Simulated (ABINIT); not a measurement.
**GaP (F-43m): a self-consistent loop beyond G0W0, cycle by cycle**

How far does self-consistency move the gap of GaP (F-43m)?

Method: PBE and many-body steps on it, plane waves, in ABINIT 10.8.3.

**What was measured.**

- Gap 2.25 ± 0.04 eV: optical gap from Tauc plot (fundamental, indirect); spectroscopic ellipsometry, Tauc-Lorentz fit and Tauc plot; 300 K; film (GaP layer on Si reference sample) on Si (“Assessment of GaPSb/Si tandem material association properties for photoelectrochemical cells”, 2020, arxiv:2002.02774).

## Step 1: Starting point

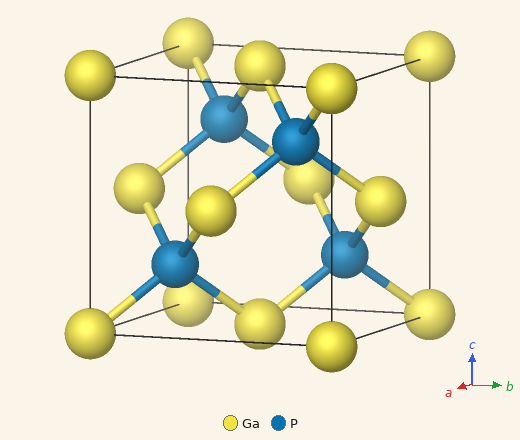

The cell as given, slightly off an axis (gallium yellow, phosphorus blue). This picture shows the conventional cell, with its axes. Bonds to atoms that aren't drawn are left out. Some periodic images of atoms are drawn too.

Coordinates:

```cif
data_structure
_symmetry_space_group_name_H-M 'P 1'
_symmetry_Int_Tables_number 1
_cell_length_a 3.8541
_cell_length_b 3.8541
_cell_length_c 3.8541
_cell_angle_alpha 60.000
_cell_angle_beta 60.000
_cell_angle_gamma 60.000
_cell_volume 40.48
loop_
_atom_site_label
_atom_site_type_symbol
_atom_site_fract_x
_atom_site_fract_y
_atom_site_fract_z
_atom_site_occupancy
Ga1 Ga 0.00000 0.00000 0.00000 1
P2 P 0.25000 0.25000 0.25000 1
```

The cell and positions come from the Crystallography Open Database and are kept as given unless a step says otherwise.

## Step 2: Empty states on the mesh, 4×4×4 mesh, 50 bands

This step: ABINIT 10.8.3; DFT, PBE, plane waves, norm-conserving pseudopotentials.

The sums over transitions need many empty states on a uniform mesh; this step solves for them.

File run.abi:

```
acell 3*1.0 Angstrom
rprim 
  0.000000000000 2.725250000000 2.725250000000
  2.725250000000 0.000000000000 2.725250000000
  2.725250000000 2.725250000000 0.000000000000
ntypat 2
znucl 31 15
natom 2
typat 1 2
xred 
  0.000000000000 0.000000000000 0.000000000000
  0.250000000000 0.250000000000 0.250000000000
pp_dirpath "pseudos"
pseudos "Ga.upf, P.upf"
ecut 36
ngkpt 4 4 4
nshiftk 1
shiftk 0 0 0
kptopt 1
chksymbreak 0
iscf -2
irdden 1
istwfk *1
nband 50
nbdbuf 4
tolwfr 1e-09
nstep 60
prtvol 0
indata_prefix "in"
outdata_prefix "out"
tmpdata_prefix "tmp"
```

Command:

```console
$ OMP_NUM_THREADS=1 mpirun -n 4 abinit run.abi > log
```

Numbers of over 12 decimals in the logs are rounded to 6 here.

Log:

```text
.Version 10.8.3 of ABINIT. v10.8.2 released Aug 2026.

 Symmetries : space group F-4 3 m (#216); Bravais cF (face-center cubic)
[... echo of the input left out ...]
== DATASET  1 ==================================================================
-   mpi_nproc: 4, omp_nthreads: 1 (-1 if OMP is not activated)

--- !DatasetInfo
iteration_state: {dtset: 1, }
dimensions: {natom: 2, nkpt: 8, mband: 50, nsppol: 1, nspinor: 1, nspden: 1, mpw: 2832, }
cutoff_energies: {ecut:  36.0, pawecutdg:  -1.0, }
[...]
1.59224    1.59224    1.62637    1.62637    1.62637    1.73208    1.73208    1.73208
   1.78756    1.80857    1.80857    1.80857    1.82721    1.82721    1.82721    1.85157
   1.85158    1.85161
 prteigrs : prtvol=0 or 1, do not print more k-points.

== END DATASET(S) ==============================================================
================================================================================

 -outvars: echo values of variables after computation  --------
            nband          50
             nkpt           8
          spgroup         216
 [... the other variables as echoed above ...]

 Calculation completed.
```

The job ended after 8.1 s (4 MPI ranks of Intel Xeon 6975P-C (Granite Rapids), shared host; peak memory 0.3 GiB).

Numbers from this step:

* gap: 1.653 eV
* k of the valence top: 0, 0, 0
* k of the conduction bottom: 0.5, 0.5, 0
* least direct gap: 1.817 eV
* k points computed: 8
* lowest point of the top converged band, above the valence top: 45.23 eV

On this mesh the gap is 1.653 eV.

The density comes from a self-consistent run that is not shown.

## Step 3: Screening, 4×4×4 mesh, 46 bands, screening to 106.1 eV

The RPA dielectric matrix is built and inverted for each q.

This step: RPA screening on PBE, plane waves, norm-conserving pseudopotentials.

run.abi, as its differences from that of step 2:

```diff
@@ -20,10 +20,11 @@
 chksymbreak 0
-iscf -2
-irdden 1
 istwfk *1
-nband 50
-nbdbuf 4
-tolwfr 1e-09
-nstep 60
-prtvol 0
+occopt 1
+irdwfk 1
+optdriver 3
+nband 46
+ecuteps 3.9
+inclvkb 2
+awtr 1
+symchi 1
 indata_prefix "in"
```

Log:

```text
.Version 10.8.3 of ABINIT. v10.8.2 released Aug 2026.

 Symmetries : space group F-4 3 m (#216); Bravais cF (face-center cubic)
[... echo of the input left out ...]
== DATASET  1 ==================================================================
-   mpi_nproc: 4, omp_nthreads: 1 (-1 if OMP is not activated)

--- !DatasetInfo
iteration_state: {dtset: 1, }
dimensions: {natom: 2, nkpt: 8, mband: 46, nsppol: 1, nspinor: 1, nspden: 1, mpw: 2832, }
cutoff_energies: {ecut:  36.0, pawecutdg:  -1.0, }
electrons: {nelect:   1.80000000E+01, charge:   0.00000000E+00, occopt:   1.00000000E+00, tsmear:   1.00000000E-02, }

 SCREENING: Calculation of the susceptibility and dielectric matrices

 Based on a program developped by R.W. Godby, V. Olevano, G. Onida, and L. Reining.
 Incorporated in ABINIT by V. Olevano, G.-M. Rignanese, and M. Torrent.
.Using double precision arithmetic ; gwpc =  8

[... cell and pseudopotentials left out ...]
--------------------------------------------------------------------------------

 ==== K-mesh for the wavefunctions ====
 Number of points in the irreducible wedge :     8
[... list of points left out ...]
 Together with 24 symmetry operations and time-reversal symmetry
 yields    64 points in the full Brillouin Zone.

 ==== Q-mesh for the screening function ====
 Number of points in the irreducible wedge :     8
[... list of points left out ...]
 Together with 24 symmetry operations and time-reversal symmetry
 yields    64 points in the full Brillouin Zone.

 setmesh: FFT mesh size selected  =    25x   25x   25
          total number of points  =        15625

 vcoul_init : cutoff-mode = AUXILIARY_FUNCTION
 q-points for optical limit:   1
     1)      0.000010    0.000020    0.000030

- screening: taking advantage of time-reversal symmetry
- Maximum band index for partially occupied states nbvw = 9
- Remaining bands to be divided among processors   nbcw = 37
- Number of bands treated by each node ~9

 Number of electrons calculated from density =   18.0000; Expected =   18.0000
 average of density, n =  0.065891
 r_s =    1.5359
 omega_plasma =   24.7610 [eV]

 calculating chi0 at frequencies [eV] :
  1    0.000000E+00    0.000000E+00
  2    0.000000E+00    2.476105E+01

--------------------------------------------------------------------------------
  q-point number  1        q = ( 0.000000, 0.000000, 0.000000) [r.l.u.]
--------------------------------------------------------------------------------
[... chi0 elements left out ...]
 For q-point:  0.000010 0.000020 0.000030
  dielectric constant =  18.0154
  dielectric constant without local fields =  19.5900

  Average fulfillment of the sum rule on Im[epsilon] for q-point    1 :     42.67  [%]
[... wings left out ...]
  q-point number  2        q = ( 0.250000, 0.000000, 0.000000) [r.l.u.]
--------------------------------------------------------------------------------
[... chi0 elements left out ...]
  Average fulfillment of the sum rule on Im[epsilon] for q-point    2 :     54.73  [%]

 [... 6 further q-points ...]
```

The job ended after 6.4 s (4 MPI ranks; peak memory 0.48 GiB; 25 s of CPU time).

Numbers from this step:

```
ε∞ with local fields, on this mesh, along the program's q direction : 18.02
the same without local fields                                       : 19.59
plasma frequency                                                    : 24.76 eV
plane waves in the screening matrix                                 : 113
```

Local fields lower ε∞ by 8 %. On a Γ-centred mesh this coarse the value itself is usually too large, while a short band sum pulls it down.

## Step 4: G0W0

The self-energy is evaluated for the states that the input lists, and the levels follow from it, in one-shot runs by the linearised quasiparticle equation.

This step: G0W0 on PBE, plane waves, norm-conserving pseudopotentials.

run.abi, as its differences from that of step 3:

```diff
@@ -23,8 +23,17 @@
 irdwfk 1
-optdriver 3
+optdriver 4
 nband 46
+gwcalctyp 0
+ecutsigx 36
+symsigma 1
+nkptgw 2
+kptgw 
+  0.0000000000 0.0000000000 0.0000000000
+  0.5000000000 0.5000000000 0.0000000000
+bdgw 
+  7 13
+  8 11
 ecuteps 3.9
-inclvkb 2
-awtr 1
-symchi 1
+irdscr 1
+ppmodel 1
 indata_prefix "in"
```

Log:

```text
.Version 10.8.3 of ABINIT. v10.8.2 released Aug 2026.

 Symmetries : space group F-4 3 m (#216); Bravais cF (face-center cubic)
[... echo of the input left out ...]
== DATASET  1 ==================================================================
-   mpi_nproc: 4, omp_nthreads: 1 (-1 if OMP is not activated)

--- !DatasetInfo
iteration_state: {dtset: 1, }
dimensions: {natom: 2, nkpt: 8, mband: 46, nsppol: 1, nspinor: 1, nspden: 1, mpw: 2832, }
cutoff_energies: {ecut:  36.0, pawecutdg:  -1.0, }
electrons: {nelect:   1.80000000E+01, charge:   0.00000000E+00, occopt:   1.00000000E+00, tsmear:   1.00000000E-02, }

 SIGMA: Calculation of the GW corrections

 Based on a program developped by R.W. Godby, V. Olevano, G. Onida, and L. Reining.
 Incorporated in ABINIT by V. Olevano, G.-M. Rignanese, and M. Torrent.
.Using double precision arithmetic ; gwpc =  8

[... cell and pseudopotentials left out ...]
--------------------------------------------------------------------------------

 ==== K-mesh for the wavefunctions ====
 Number of points in the irreducible wedge :     8
[... list of points left out ...]
 Together with 24 symmetry operations and time-reversal symmetry
 yields    64 points in the full Brillouin Zone.

 ==== Q-mesh for screening function ====
 Number of points in the irreducible wedge :     8
[... list of points left out ...]
 Together with 24 symmetry operations and time-reversal symmetry
 yields    64 points in the full Brillouin Zone.

 vcoul_init : cutoff-mode = AUXILIARY_FUNCTION
 q-points for optical limit:   1
     1)      0.000010    0.000020    0.000030
 setmesh: FFT mesh size selected  =    40x   40x   40
          total number of points  =        64000

 Number of electrons calculated from density =   18.0000; Expected =   18.0000
 average of density, n =  0.065891
 r_s =    1.5359
 omega_plasma =   24.7610 [eV]

 === KS Band Gaps ===
  >>>> For spin  1
   Minimum direct gap =   1.8169 [eV], located at k-point      :   0.0000  0.0000  0.0000
   Fundamental gap    =   1.6526 [eV], Top of valence bands at :   0.0000  0.0000  0.0000
                                       Bottom of conduction at :   0.5000  0.5000  0.0000
 SIGMA fundamental parameters:
 PLASMON POLE MODEL  1
 number of plane-waves for SigmaX                 2741
 number of plane-waves for SigmaC and W            113
 number of plane-waves for wavefunctions          2741
 number of bands                                    46
 number of independent spin polarizations            1
 number of spinorial components                      1
 number of k-points in IBZ                           8
 number of q-points in IBZ                           8
 number of symmetry operations                      24
 number of k-points in BZ                           64
 number of q-points in BZ                           64
 number of frequencies for dSigma/dE                 9
 frequency step for dSigma/dE [eV]                0.25
 number of omega for Sigma on real axis              0
 max omega for Sigma on real axis  [eV]           0.00
 zcut for avoiding poles [eV]                     0.10

 EPSILON^-1 parameters (SCR file):
 dimension of the eps^-1 matrix on file            113
 dimension of the eps^-1 matrix used               113
 number of plane-waves for wavefunctions          2741
 number of bands                                    46
 number of q-points in IBZ                           8
 number of frequencies                               2
 number of real frequencies                          1
 number of imag frequencies                          1

 matrix elements of self-energy operator (all in [eV])

 Perturbative Calculation

--- !SelfEnergy_ee
iteration_state: {dtset: 1, }
kpoint     : [   0.000,    0.000,    0.000, ]
spin       : 1
KS_gap     :    1.817
QP_gap     :    2.366
Delta_QP_KS:    0.549
data: !SigmaeeData |
     Band     E0 <VxcDFT>   SigX SigC(E0)      Z dSigC/dE  Sig(E)    E-E0       E
        7   4.357 -12.838 -14.651   1.597   0.783  -0.278 -13.007  -0.169   4.188
        8   4.357 -12.838 -14.651   1.597   0.783  -0.278 -13.007  -0.169   4.188
        9   4.357 -12.838 -14.651   1.597   0.783  -0.278 -13.007  -0.169   4.188
       10   6.174 -12.306  -7.906  -3.918   0.788  -0.269 -11.925   0.380   6.554
       11   8.244 -10.862  -6.778  -3.807   0.794  -0.260 -10.643   0.220   8.464
       12   8.244 -10.862  -6.778  -3.807   0.794  -0.260 -10.643   0.220   8.464
       13   8.244 -10.862  -6.778  -3.807   0.794  -0.260 -10.643   0.220   8.464

--- !SelfEnergy_ee
iteration_state: {dtset: 1, }
kpoint     : [   0.500,    0.500,    0.000, ]
spin       : 1
KS_gap     :    4.335
QP_gap     :    5.093
Delta_QP_KS:    0.757
data: !SigmaeeData |
     Band     E0 <VxcDFT>   SigX SigC(E0)      Z dSigC/dE  Sig(E)    E-E0       E
        8   1.674 -11.507 -14.675   2.436   0.772  -0.296 -12.072  -0.565   1.110
        9   1.674 -11.507 -14.675   2.436   0.772  -0.296 -12.072  -0.565   1.110
       10   6.010  -9.355  -5.501  -3.615   0.807  -0.239  -9.162   0.193   6.202
       11   6.179 -10.511  -6.390  -3.667   0.800  -0.250 -10.148   0.363   6.542

== END DATASET(S) ==============================================================
================================================================================

 -outvars: echo values of variables after computation  --------
           etotal      0.0000000000E+00
            nband          46
             nkpt           8
          spgroup         216
 [... the other variables as echoed above ...]

 Calculation completed.
```

The job ended after 4.2 s (4 MPI ranks; peak memory 0.55 GiB; 16 s of CPU time).

Numbers from this step:

* G0W0 gap on the points computed: 2.014 eV
* starting gap on the mesh: 1.653 eV
* k of the valence top: 0, 0, 0
* k of the conduction bottom: 0.5, 0.5, 0
* Z at the valence top: 0.783
* Z at the conduction bottom: 0.807
* least direct G0W0 gap on the computed points: 2.366 eV

The gap on the mesh goes from 1.65 eV to 2.01 eV, a correction of +0.36 eV.

## Step 5: evGW0, cycle 1

This step: evGW0 on PBE, plane waves, norm-conserving pseudopotentials.

run.abi, as its differences from that of step 4:

```diff
@@ -25,12 +25,24 @@
 nband 46
-gwcalctyp 0
+gwcalctyp 10
 ecutsigx 36
 symsigma 1
-nkptgw 2
+nkptgw 8
 kptgw 
   0.0000000000 0.0000000000 0.0000000000
+  0.2500000000 0.0000000000 0.0000000000
+  0.5000000000 0.0000000000 0.0000000000
+  0.2500000000 0.2500000000 0.0000000000
+  0.5000000000 0.2500000000 0.0000000000
+  -0.2500000000 0.2500000000 0.0000000000
   0.5000000000 0.5000000000 0.0000000000
+  -0.2500000000 0.5000000000 0.2500000000
 bdgw 
-  7 13
-  8 11
+  1 13
+  1 13
+  1 13
+  1 13
+  1 13
+  1 13
+  1 13
+  1 13
 ecuteps 3.9
```

Log:

```text
.Version 10.8.3 of ABINIT. v10.8.2 released Aug 2026.

 Symmetries : space group F-4 3 m (#216); Bravais cF (face-center cubic)
[... echo of the input left out ...]
== DATASET  1 ==================================================================
-   mpi_nproc: 4, omp_nthreads: 1 (-1 if OMP is not activated)

--- !DatasetInfo
iteration_state: {dtset: 1, }
dimensions: {natom: 2, nkpt: 8, mband: 46, nsppol: 1, nspinor: 1, nspden: 1, mpw: 2832, }
cutoff_energies: {ecut:  36.0, pawecutdg:  -1.0, }
electrons: {nelect:   1.80000000E+01, charge:   0.00000000E+00, occopt:   1.00000000E+00, tsmear:   1.00000000E-02, }

 SIGMA: Calculation of the GW corrections

 Based on a program developped by R.W. Godby, V. Olevano, G. Onida, and L. Reining.
 Incorporated in ABINIT by V. Olevano, G.-M. Rignanese, and M. Torrent.
.Using double precision arithmetic ; gwpc =  8

[... cell and pseudopotentials left out ...]
--------------------------------------------------------------------------------

 ==== K-mesh for the wavefunctions ====
 Number of points in the irreducible wedge :     8
[... list of points left out ...]
 Together with 24 symmetry operations and time-reversal symmetry
 yields    64 points in the full Brillouin Zone.

 ==== Q-mesh for screening function ====
 Number of points in the irreducible wedge :     8
[... list of points left out ...]
 Together with 24 symmetry operations and time-reversal symmetry
 yields    64 points in the full Brillouin Zone.

 vcoul_init : cutoff-mode = AUXILIARY_FUNCTION
 q-points for optical limit:   1
     1)      0.000010    0.000020    0.000030
 setmesh: FFT mesh size selected  =    40x   40x   40
          total number of points  =        64000

 Number of electrons calculated from density =   18.0000; Expected =   18.0000
[...]
QP_gap     :    5.093
Delta_QP_KS:    0.757
data: !SigmaeeData |
     Band     E_DFT   <VxcDFT>   E(N-1)  <Hhartree>   SigX  SigC[E(N-1)]    Z     dSigC/dE  Sig[E(N)]  DeltaE  E(N)_pert E(N)_diago
[...]
--- !SelfEnergy_ee
iteration_state: {dtset: 1, }
kpoint     : [  -0.250,    0.500,    0.250, ]
spin       : 1
KS_gap     :    8.122
QP_gap     :    9.155
Delta_QP_KS:    1.034
data: !SigmaeeData |
     Band     E_DFT   <VxcDFT>   E(N-1)  <Hhartree>   SigX  SigC[E(N-1)]    Z     dSigC/dE  Sig[E(N)]  DeltaE  E(N)_pert E(N)_diago
[...]
12    10.458   -10.573    10.458    21.031    -5.591    -4.597     0.784    -0.275   -10.272     0.301    10.760    10.843
       13    10.506   -10.080    10.506    20.586    -5.363    -4.311     0.794    -0.260    -9.758     0.322    10.828    10.912

 New Fermi energy :        1.909056E-01 Ha ,    5.194807E+00 eV
 New Exchange energy :    -8.304086E+00 Ha ,   -2.259657E+02 eV

 === QP Band Gaps ===
  >>>> For spin  1
   Minimum direct gap =   2.5151 [eV], located at k-point      :   0.0000  0.0000  0.0000
   Fundamental gap    =   2.1071 [eV], Top of valence bands at :   0.0000  0.0000  0.0000
                                       Bottom of conduction at :   0.5000  0.5000  0.0000

 writing QP data on file : out_QPS

 Convergence of QP corrections
 >>>>> For spin  1 <<<<<
.  kptgw no:  1; Maximum DeltaE = (   2.874   0.002) for band index:  5
.  kptgw no:  2; Maximum DeltaE = (   2.891   0.002) for band index:  5
.  kptgw no:  3; Maximum DeltaE = (   2.893   0.001) for band index:  4
[...]
.  kptgw no:  7; Maximum DeltaE = (   2.899   0.002) for band index:  5
.  kptgw no:  8; Maximum DeltaE = (   2.892  -0.001) for band index:  5

== END DATASET(S) ==============================================================
================================================================================

 -outvars: echo values of variables after computation  --------
           etotal      0.0000000000E+00
            nband          46
             nkpt           8
          spgroup         216
 [... the other variables as echoed above ...]

 Calculation completed.
```

It took 25 s on 4 MPI ranks; peak memory 0.9 GiB; 98 s of CPU time.

This step gave:

* quasiparticle gap on the mesh: 2.107 eV
* gap of the density functional on the mesh: 1.653 eV
* k of the valence top: 0, 0, 0
* k of the conduction bottom: 0.5, 0.5, 0
* Z at the valence top: 0.783
* Z at the conduction bottom: 0.807
* least direct quasiparticle gap on the computed points: 2.515 eV

Against G0W0 in ABINIT (4×4×4 mesh, 46 bands, screening to 106.1 eV, Godby-Needs plasmon pole), the gap moves by +0.093 eV. This first cycle still uses the starting levels; it takes the full correction, at all points of the mesh, and its linearised value is 2.014 eV.

[end of part 1 of 2]

[Paths, hosts, dates, memory and timing lines, banners, echoed tables and standing remarks are left out of the program output.]

[Logs are printed without paths, hosts, clocks, repeated set-up lines and the standing remarks that a program may print on its own settings, such as how far it seeks lower states.]

[Runs of the session that timed out or met a known fault of the program may be left out.]

[Hosts, paths, dates, database ids (printed as entryN), source tags and the programs' standing remarks are cut or masked in the printed files.]

[G0W0 gaps are taken among the corrected bands and points alone; a level outside them can change the order at an edge.]

[Where Ansatz stands beside ABINIT at settings called matched, ABINIT's density can come from a denser mesh and the files from another edition; pairs whose starting gaps differed by over 0.03 eV were left out, so agreement reads better than it is.]
